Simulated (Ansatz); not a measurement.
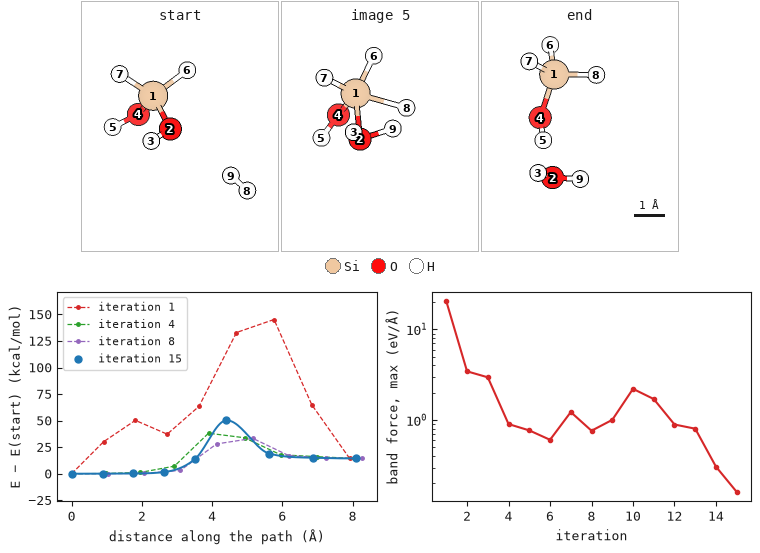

NEB run on SiH6O2, made up of SiH$_{4}$O$_{2}$ and H2. Images are numbered from 0 (start) to 8 (end). The plot follows the band through its iterations. The picture is a ball-and-stick view, seen from a free direction.

All numbers below come from Ansatz 0.2.0, RKS PBE-D4/def2-TZVP. Set-up: 7 movable images; climbing image; force threshold 0.2 eV/Å; iteration limit 60; starting path through a guess of the saddle point.

**Did the band converge, and can the barrier be trusted?**

The run met only a loose threshold, so the barrier can't be trusted yet. The band converged in 15 iterations. The largest component of the band force went from 20 to 0.16 eV/Å. The climbing image converged on the top of the path. Its curvatures weren't checked. The force threshold is so loose that the height of the top is at best an upper bound. The first iteration put the highest image at 145.2 kcal/mol. The highest point, image 5, lies 50.2 kcal/mol above the start and 35.8 kcal/mol above the end; the end is at +14.4 kcal/mol relative to the start.

Limits of the set-up: the start holds two separate molecules, 2.6 Å apart at their closest, whose relative position is a soft coordinate.

The run took 100 s on 4 threads of Arm Neoverse V1 (shared host), peak memory 0.21 GiB.
